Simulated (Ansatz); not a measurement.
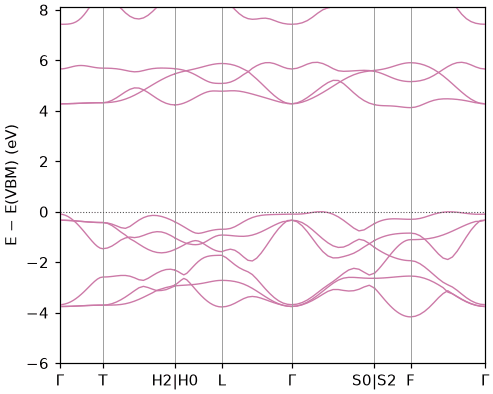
Figure: Band structure from the program Ansatz at the PBE level (PAW)

The gap is 4.12 eV; an edge lies off the plotted path or next to a special point (maximum off the standard path, minimum at F).

The material is ZrO$_{2}$ in space group R-3m (No. 166; Zr on 3a, O on 6c).

The cell is a constructed one: a structure type filled with these elements; neither database checked (COD, Materials Project) lists it. It is not the phase usual at ambient conditions (space group No. 14). Symmetry was held in the PBE relaxation; whether a distortion lowers the energy is not shown. No spin polarisation was allowed. A crystal of weakly bound layers computed without a dispersion correction: the cell and the soft elastic constants depend strongly on that. Scalar-relativistic: spin–orbit coupling is off unless named, which matters more the heavier the elements.

Potentials: the later of the program's two PAW sets.
